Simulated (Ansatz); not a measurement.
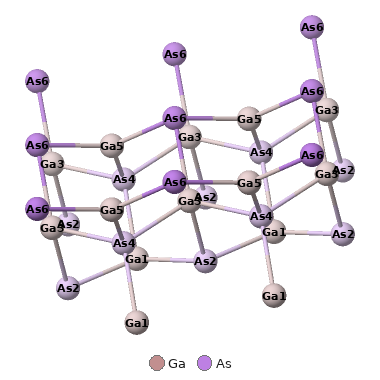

The system is C on a GaAs(110) slab cut from the F-43m phase, its upper half relaxed before the scan (6 atoms of substrate and one adsorbate in a 1 × 1 cell); the picture shows it without the atoms that are moved over the map. 
- C is moved over the surface cell; relaxed at each place: the height of the adsorbate's atoms; substrate rigid; the origin of the map has the adsorbate above As6.
- Places are given modulo a cell vector. The map is drawn in real space over the plane of the surface.
- The scan uses a 6 × 6 grid; 24 points were computed and 12 follow by symmetry.
- Energies: eV, counted from the lowest grid point.
- Energies and slopes of some neighbouring points disagree (a jump in structure or state, or too coarse a mesh). At some places the adsorbate sinks to or below the level of the top layer. The magnetic moment jumps between some neighbouring points. With one adsorbate in each 1 × 1 cell, its nearest image is 4.1 Å away, so neighbouring adsorbates interact.
- The calculation used DFT PBE, scalar-relativistic, plane waves, PAW (Ansatz). Settings: cutoff 420 eV, k-mesh 7×5×1, gaussian smearing 0.05 eV, spin-polarised.

Range: position of C7 along the first surface vector from 0.000 to 0.833; position of C7 along the second surface vector from 0.000 to 0.833.

What landscape does the calculation give?

The lowest grid point is at a place at or below the level of the top layer, (0/6, 2/6) of the cell vectors. The highest grid point, (3/6, 2/6) of the cell vectors [nearest 1 Ga at 2.01 Å], lies 1.50 eV above the lowest. At the lowest point the adsorbate has 1 As at 1.93 Å as nearest neighbours, at the highest 1 Ga at 2.01 Å. Its relaxed height above the top atom is −0.20 Å at the lowest and 1.02 Å at the highest point.

| second ↓, first → | 0/6 | 1/6 | 2/6 | 3/6 | 4/6 | 5/6 |
| --- | --- | --- | --- | --- | --- | --- |
| 5/6 | 0.86 | 0.89 | 0.91 | 0.23 | 0.91 | 0.89 |
| 4/6 | 0.22 | 0.39 | 0.50 | 0.50 | 0.50 | 0.39 |
| 3/6 | 0.63 | 0.06 | 0.24 | 0.46 | 0.24 | 0.06 |
| 2/6 | 0.00 | 0.01 | 0.99 | 1.50 | 0.99 | 0.01 |
| 1/6 | 1.05 | 0.88 | 0.25 | 0.85 | 0.25 | 0.88 |
| 0/6 | 0.97 | 0.98 | 0.72 | 0.07 | 0.72 | 0.98 |

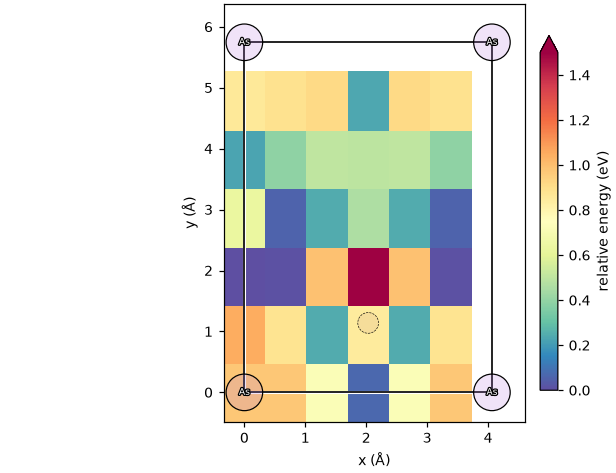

In the figure: one coloured cell a grid point, labelled circles for the atoms of the top layer and small ones for the second layer, the outline of one cell of the plane, one colour for all values above the top of the scale.

Time for the 24 points that were run: 75 min on 4 threads of Arm Neoverse V1, on a shared host.

PAW datasets: the set soft_1.
